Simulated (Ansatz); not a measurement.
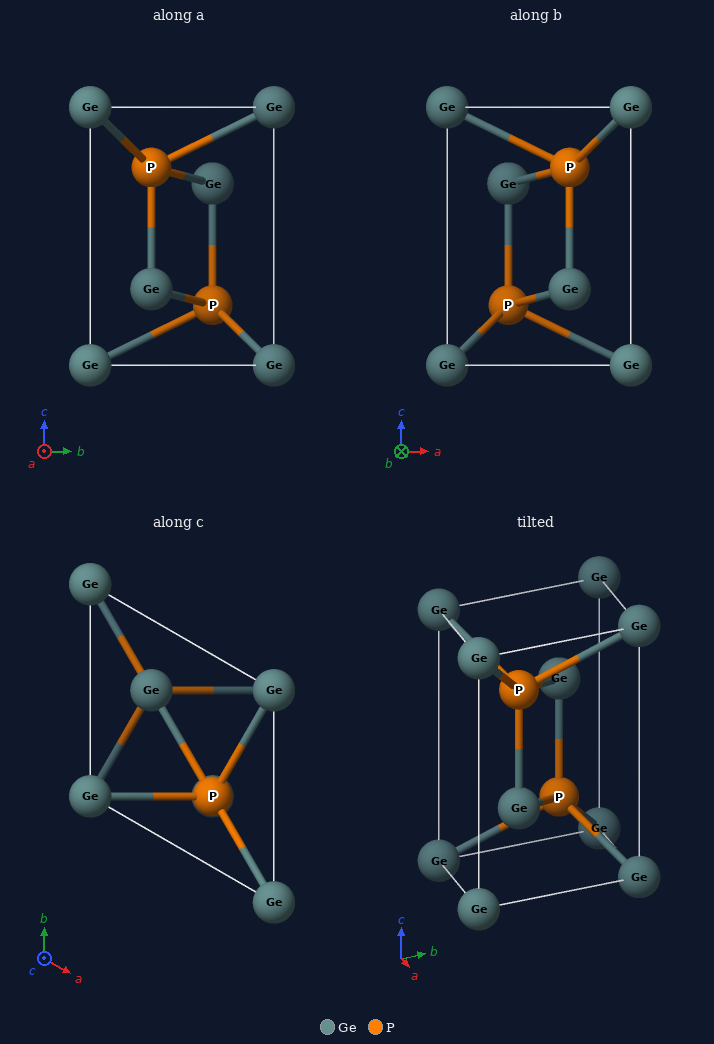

A ball-and-stick rendering, viewed along the a axis, along the b axis, along the c axis and slightly off an axis. Thin lines show the conventional unit cell, with boundary atoms drawn in all their periodic places.

Lattice parameters: a = 4.5159 Å, b = 4.5159 Å, c = 5.4931 Å, α = 90.000°, β = 90.000°, γ = 120.000°.

**Write down what is shown as a CIF in P1 with every atom of the cell, with free fractional coordinates to two decimals.**

```cif
data_structure
_symmetry_space_group_name_H-M 'P 1'
_symmetry_Int_Tables_number 1
_cell_length_a 4.5159
_cell_length_b 4.5159
_cell_length_c 5.4931
_cell_angle_alpha 90.000
_cell_angle_beta 90.000
_cell_angle_gamma 120.000
_cell_volume 97.01
loop_
_atom_site_label
_atom_site_type_symbol
_atom_site_fract_x
_atom_site_fract_y
_atom_site_fract_z
_atom_site_occupancy
Ge1 Ge 0.00 0.00 0.00 1
Ge2 Ge 0.3333 0.6667 0.70 1
Ge3 Ge 0.6667 0.3333 0.30 1
P1 P 0.3333 0.6667 0.23 1
P2 P 0.6667 0.3333 0.77 1
```

Provenance: a structure type filled with these elements by a generator (whether the compound takes this form wasn't checked). What is shown is the relaxed result from DFT PBE, scalar-relativistic, plane waves, PAW in Ansatz 0.2.0.
